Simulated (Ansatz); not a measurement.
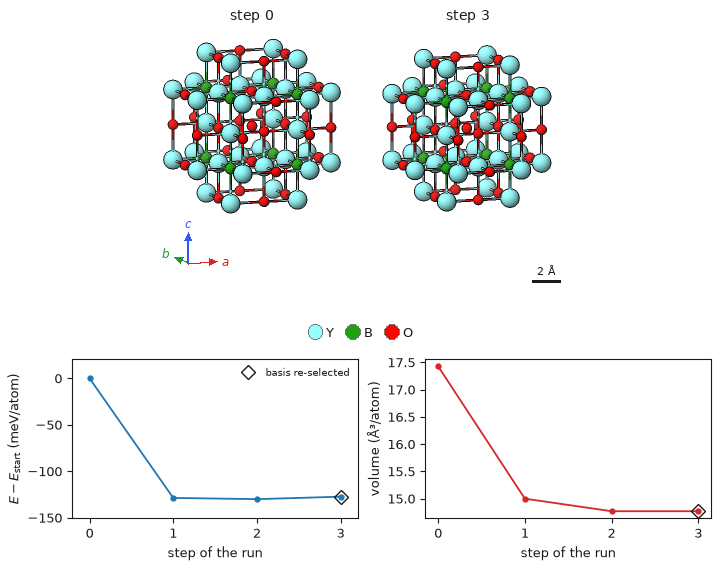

First and last geometry of a relaxation of crystalline Y3BO4 (a generated structure, set up in Pm-3m) (coarse preliminary run), with the history of the run. A ball-and-stick model of the cell of the calculation, seen slightly off an axis.

These are results of DFT PBE, scalar-relativistic, plane waves, PAW in Ansatz 0.2.0, not measurements. Set-up: plane-wave cutoff 420 eV; k-point mesh 4 × 4 × 4; occupations gaussian; smearing width 0.1 eV; collinear spin; cell and atoms relaxed; force threshold 0.04 eV/Å; at most 70 steps.

Did the run converge, and what did it change?

Answer. It converged. The atoms keep their places relative to the cell (all moves are under 0.005 Å). The drawn cell changes as follows: a = b = c 5.185 → 4.907 Å (−5.4 %); the volume changes by −15.2 %. Among the contacts that change: Y–Y 3.667 → 3.470 Å, B–Y 2.593 → 2.454 Å, O–Y 2.593 → 2.454 Å. The space group stays Pm-3m (No. 221). Over 2 accepted moves (3 points after the start) the energy falls by 127 meV per atom. All forces vanish by symmetry, so only the cell relaxes. Pressure: −13.27 GPa at the start and −0.02 GPa at the end. The SCF was repeated once at an unchanged geometry on a basis and grid sized afresh for the cell, which shifted the energy by 2.7 meV per atom at most. The run took 34 s on 1 thread of Arm Neoverse V2, on a shared host, peak memory 0.44 GiB.
